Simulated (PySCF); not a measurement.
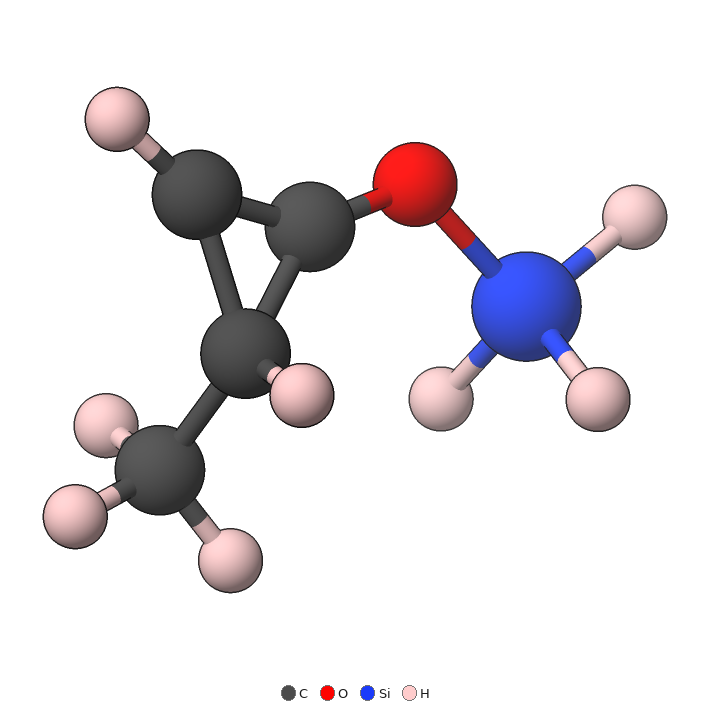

The geometry was computed by an optimisation with PBE0-D3(BJ)/def2-SVP. No frequency run is at hand to confirm it as a minimum.

What does the picture show?

The molecule is C₄H₈OSi. Its SMILES string is `C[C@@H]1C=C1O[SiH3]`. Independent rings (smallest set): 1 of 3 members. Among its groups: alkene, Si–H bond, Si–O bond. The point group is C1. Coordination, clear cases only: 1 C tetrahedral; 1 O bent; 1 Si tetrahedral.

The parts below concern this one geometry. Atoms keep their numbers from picture to picture.

## Geometry

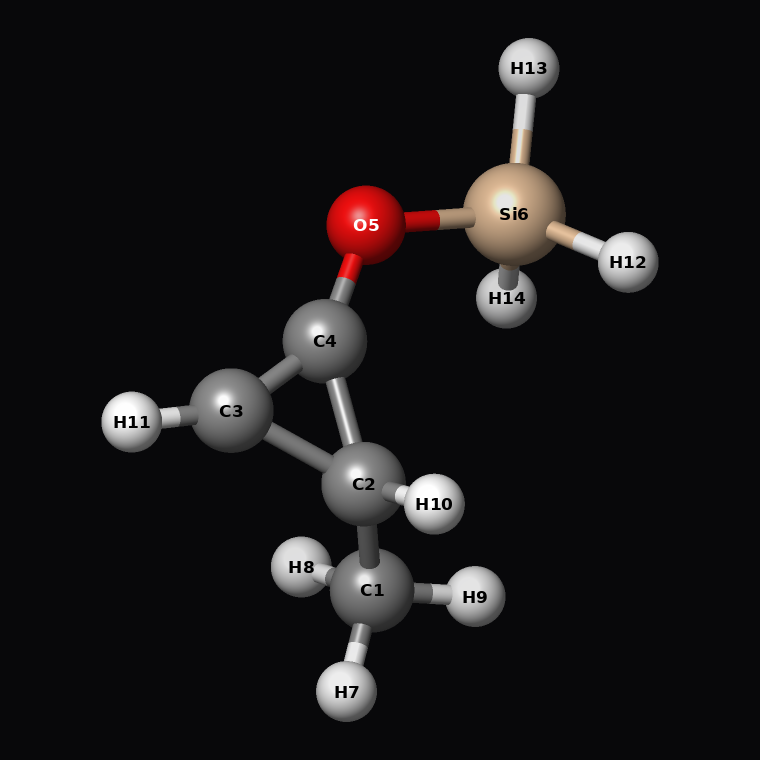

The atoms are numbered. No frequency run is at hand to confirm it as a minimum.

Which atoms are bonded, and how long are the bonds?

```tsv
bond	length (Å)	order
C1–C2	1.515	single
C1–H7	1.102	single
C1–H8	1.101	single
C1–H9	1.103	single
C2–C3	1.529	single
C2–C4	1.485	single
C2–H10	1.107	single
C3–C4	1.297	double
C3–H11	1.085	single
C4–O5	1.326	single
O5–Si6	1.695	single
Si6–H12	1.490	single
Si6–H13	1.484	single
Si6–H14	1.491	single
```

## Excitation

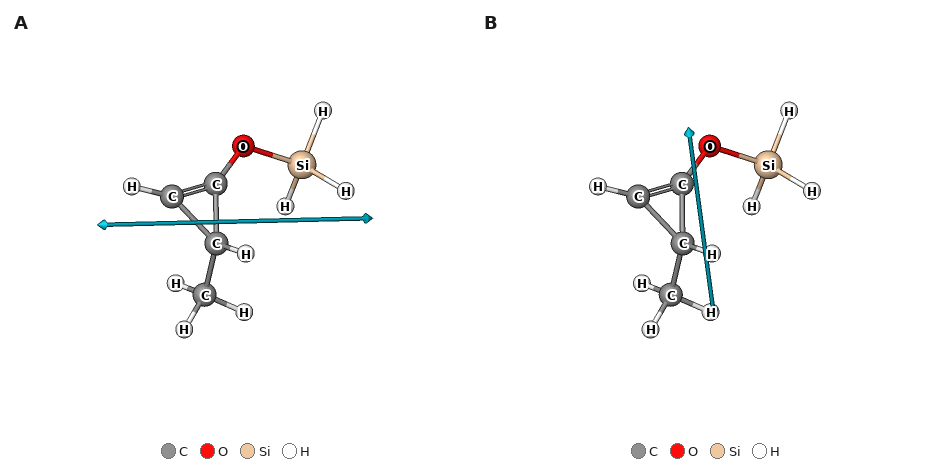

The double arrows show the directions of two transition dipoles from the ground state (lengths mean nothing). No frequency run is at hand to confirm it as a minimum. Properties computed with TDDFT PBE0/6-31+G*, vertical, gas phase, core orbitals frozen in the response (PySCF 2.14.0).

> One belongs to singlet state 2 and one to singlet state 3. Which is which?

A: state 3, 6.16 eV (201 nm), oscillator strength 0.11, mainly HOMO → LUMO+2 (weight 0.90).
B: state 2, 5.92 eV (210 nm), oscillator strength 0.018, mainly HOMO → LUMO+1 (weight 0.95).

## Core levels

No frequency run is at hand to confirm it as a minimum. Level of theory: delta-SCF UKS SCAN, pcX-2 on the ionised atom, pcseg-1 elsewhere, spin-free X2C (PySCF 2.14.0).

Give the core-electron binding energies (to vacuum; p and d levels without spin–orbit splitting) of C1 1s, C2 1s, C3 1s, C4 1s, O5 1s, Si6 1s, Si6 2p.

```
atom  level  binding energy (eV)
  C1     1s                290.4
  C2     1s                290.8
  C3     1s                289.9
  C4     1s                292.1
  O5     1s                538.9
 Si6     1s               1847.8
 Si6     2p                108.1
```

## Polarisability

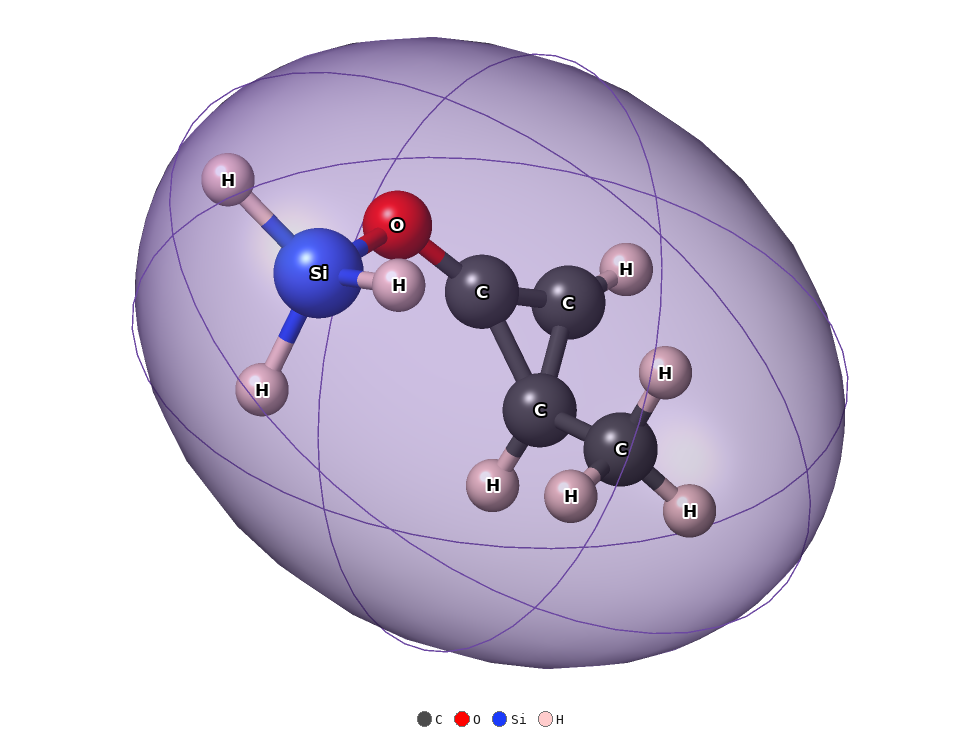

The ellipsoid shows the static dipole polarisability: its half-axes are proportional to the principal values. No frequency run is at hand to confirm it as a minimum. Method: PBE/def2-SVPD (PySCF 2.14.0).

> Give the principal values, the mean and the anisotropy.

Principal values 66.0, 78.6, 95.7 bohr³; mean 80.1 bohr³ (11.87 Å³); anisotropy 25.8 bohr³, so the longest axis is 1.45 times the shortest.
